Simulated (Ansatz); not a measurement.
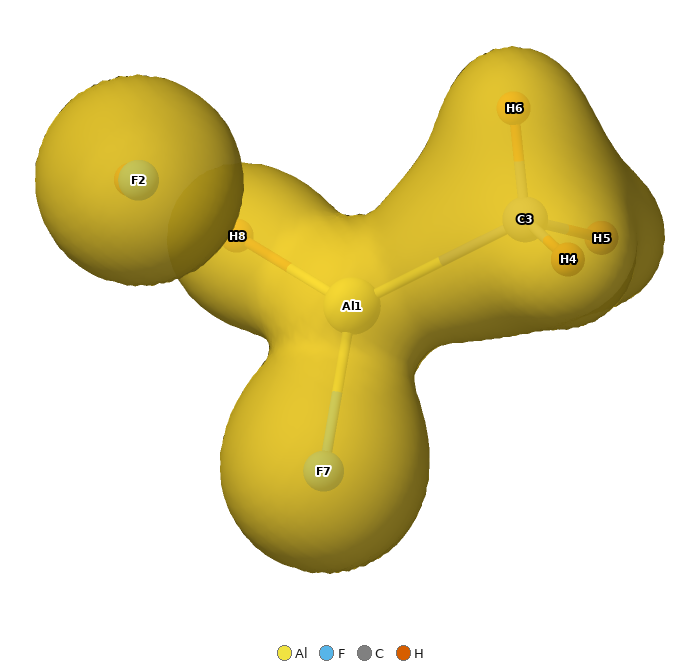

*CH4AlF···HF. Isosurface of the total electron density at 0.2 e/Å³ (yellow), seen at a tilt.*

Not at a stationary point (largest force 0.7 eV/Å).

Level of theory: RKS revPBE-D4/6-31G* (Ansatz).

Input

```
crystal:
  periodic: [false, false, false]
  atoms:
    - { symbol: Al, position_ang: [0.0, 0.0, 0.0] }
    - { symbol: F, position_ang: [0.0, 0.0, 2.04] }
    - { symbol: C, position_ang: [1.706, 0.0, -0.985] }
    - { symbol: H, position_ang: [2.0356, -1.0462, -1.1552] }
    - { symbol: H, position_ang: [1.5695, 0.508, -1.9624] }
    - { symbol: H, position_ang: [2.4756, 0.5381, -0.3932] }
    - { symbol: F, position_ang: [-1.4635, 0.0, -0.845] }
    - { symbol: H, position_ang: [0.0834, 1.7631, 0.5865] }
    - { symbol: H, position_ang: [0.0624, 1.3199, 1.5347] }
basis:
  gaussian: { orbitals: "6-31G*" }
hamiltonian:
  xc: revpbe
  dispersion: d4
relax:
  f_tol: 0.15
  max_steps: 25
  restrain:
    - { distance: [0, 7], at: 1.56, k: 30.0 }
    - { distance: [8, 1], at: 0.92, k: 30.0 }
    - { distance: [0, 1], at: 2.89, k: 30.0 }
    - { distance: [8, 7], at: 1.86, k: 30.0 }
output:
  orbitals: {}
```

Command:

```sh
ansatz run input.yaml --threads 1 --pin off --max-ram 2048MiB --backend cpu --events-out ev --progress --plain --runs-dir out
```

The fields are those of the run's last geometry, not of the input's.

Question: Which contacts does the surface bridge?

Answer: At this value the surface falls into two separate pieces. It bridges the sampled Al–F (1.68 Å), C–Al (1.96 Å) and F–H (0.94 Å) contacts, where the density stays above the isovalue. It is pinched off along the sampled Al···H (2.57 Å) contacts. On the grid the lowest density along these lines, outside the cores, is 0.11 e/Å³ (Al···H, 2.57 Å), 0.67 e/Å³ (Al–F, 1.68 Å), 0.61 e/Å³ (C–Al, 1.96 Å) and 2.2 e/Å³ (F–H, 0.94 Å).
